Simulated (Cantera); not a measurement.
A closed system holds: 1 mol BF₃, 3.4 mol NH₃, 1.3 mol O₂, held at 69.0 mbar.

Method: chemical equilibrium by Gibbs-energy minimisation in Cantera with the NASA 1993 tables (ideal gas, pure condensed phases). Candidate condensed phases: B, BN, B₂O₃, B₃O₃H₃, H₂O; 62 gas species. The tables' values for BF₂ are old estimates; treat these amounts as uncertain. Gases not in the tables: H₃BO₃. The numbers say what is thermodynamically allowed, not how fast it happens.

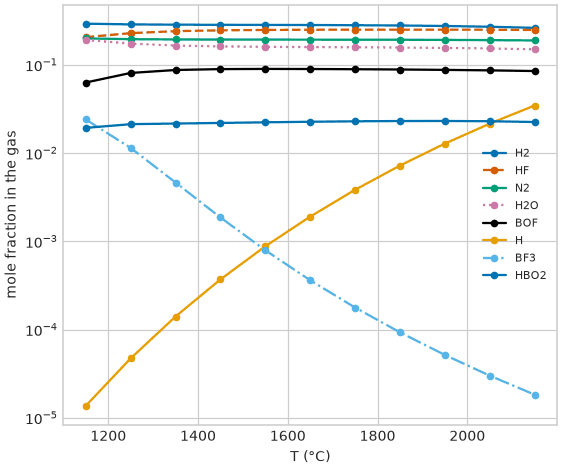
Figure: Equilibrium gas composition (values under 1e-9 drawn at 1e-9)

Q: Read off the mole fractions at 1350 °C.

A: H₂ about 0.29, HF about 0.24, N₂ about 0.19, H₂O about 0.17, BOF about 0.087, HBO₂ about 0.022, BF₃ about 0.0046, H about 0.00014.
